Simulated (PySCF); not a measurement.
## EPR calculation of C4H4ClSi2

The run: EPR calculation of C4H4ClSi2, multiplicity 2. Method and program: UKS B3LYP, pcH-1 on C Cl H Si, non-relativistic, mean-field spin-orbit, GIAO (PySCF 2.14.0).

It belongs to a series of runs on one base structure; here: H removed from Si.

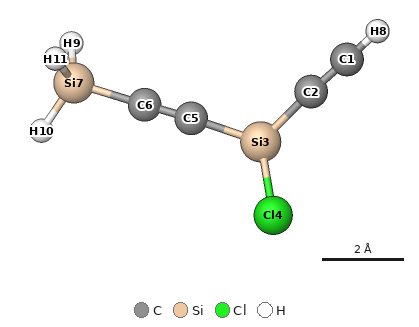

The input geometry (ball-and-stick view, seen at a tilt; atoms are numbered from 1 in the order of the input). Bond lengths as drawn: Cl–Si 2.03 Å, C–C 1.21 to 1.22 Å, C–H 1.05 Å, C–Si 1.82 to 1.84 Å and H–Si 1.47 Å.

The input
```
{"job": {"kind": "epr", "basis": "pcH-1"}, "charge": 0, "multiplicity": 2}
C      3.543650    -0.221250     1.675060
C      2.806871    -0.037656     0.737331
Si     1.753396     0.457443    -0.669452
Cl     2.573179     0.034896    -2.480800
C     -0.017099     0.088476    -0.494399
C     -1.230361     0.025682    -0.400273
Si    -3.057212    -0.182233    -0.247665
H      4.175723    -0.429575     2.489162
H     -3.522918     0.672561     0.847473
H     -3.662231     0.223199    -1.519134
H     -3.357574    -1.588951     0.036734
```

The first line tells a small driver script what to run in PySCF; the rest is the geometry in Å.

Run on 1 CPU thread, shared host.

Launched with:
```bash
OMP_NUM_THREADS=1 python <driver script> task.json out
```

What the program printed
```
UKS, coarse grid
  cycle   1  E = -1193.86176165  |g| = 4.33e-01
  cycle   2  E = -1193.79056861  |g| = 5.43e-01
  cycle   3  E = -1193.94007389  |g| = 1.45e-01
  cycle   4  E = -1193.94732368  |g| = 9.39e-02
  cycle   5  E = -1193.95168859  |g| = 1.50e-02
  cycle   6  E = -1193.95180366  |g| = 6.72e-03
  cycle   7  E = -1193.95182547  |g| = 4.72e-03
  cycle   8  E = -1193.95183788  |g| = 1.33e-03
  cycle   9  E = -1193.95183950  |g| = 5.65e-04
UKS, final grid
  cycle   1  E = -1193.95185829  |g| = 6.77e-04
  cycle   2  E = -1193.95185789  |g| = 1.23e-03
  cycle   3  E = -1193.95185867  |g| = 2.80e-04
  cycle   4  E = -1193.95185872  |g| = 1.24e-04
  cycle   5  E = -1193.95185876  |g| = 1.38e-04
  cycle   6  E = -1193.95185878  |g| = 4.95e-05
  cycle   7  E = -1193.95185878  |g| = 4.01e-06
E = -1193.95185878 Eh   <S^2> = 0.7567 (exact 0.7500)
g shifts (ppm)      1          2          3
  rmc          -172       -172       -172
  gc              1        106         73
  oz_so        -425        421       4921
  total        -596        355       4821
hyperfine (MHz)  atom isotope    a_iso     a_fc   dipolar eigenvalues
    0   13C      16.22      16.29    -12.53    -11.08     23.61
    1   13C      33.31      33.29     -9.23     -1.06     10.29
    2  29Si    -636.29    -637.16   -146.60     72.97     73.63
    3  35Cl      24.41      24.24    -18.11    -16.98     35.08
    4   13C      34.19      34.17    -10.58     -0.76     11.34
    5   13C      15.65      15.74    -13.44    -11.95     25.39
    6  29Si       7.50       7.51     -0.35     -0.16      0.51
    7    1H     -11.64     -11.64     -6.32     -0.83      7.15
    8    1H       6.07       6.07     -0.85     -0.63      1.48
    9    1H       2.45       2.45     -0.81     -0.70      1.51
   10    1H      13.47      13.47     -0.84     -0.53      1.37
```

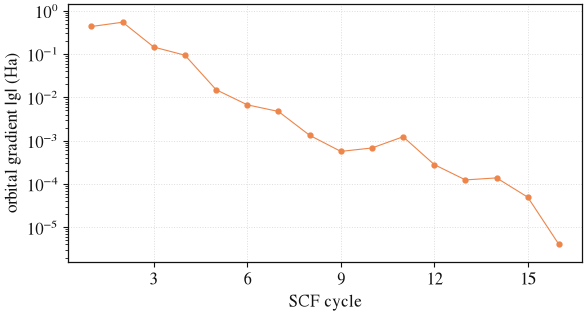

Convergence of the self-consistent field: orbital gradient |g| against the SCF cycle. All cycles printed in the log are drawn one after another.

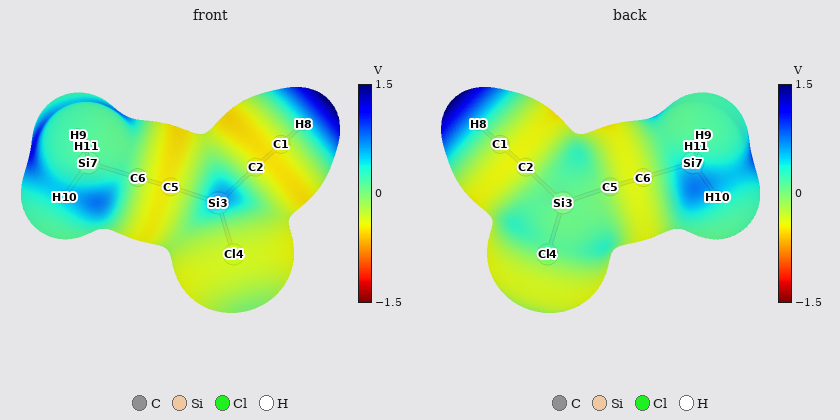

The molecular electrostatic potential painted on the density surface at 0.001 e/bohr³, seen at a tilt and from behind; red is negative and blue positive.

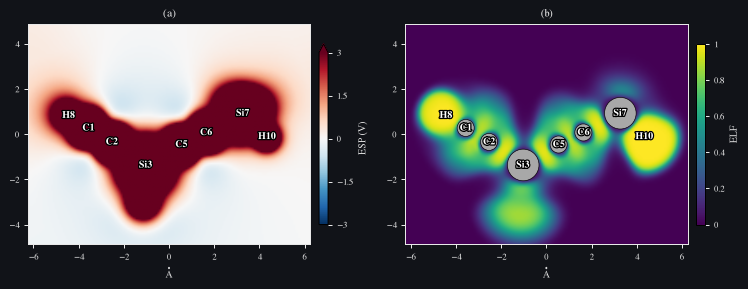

(a) molecular electrostatic potential; (b) electron localisation function on the plane of atoms C6, Si7 and H10. Grey discs, where drawn, cover atomic cores. Atoms in the plane: C, Si and H. C–C (1.21 Å): the ELF peaks at about 0.85 between the atoms; a multiple bond by its length, whose ELF region spreads away from the axis. Si–H (1.47 Å): the ELF climbs to about 1 towards the hydrogen.

Summary

| quantity | value |
| --- | --- |
| outcome | converged |
| total energy | −1193.951859 hartree |
| ⟨S²⟩ | 0.757 |
| isotropic g | 2.0038 |
| wall time | 61 s |
| peak memory | 0.82 GiB |
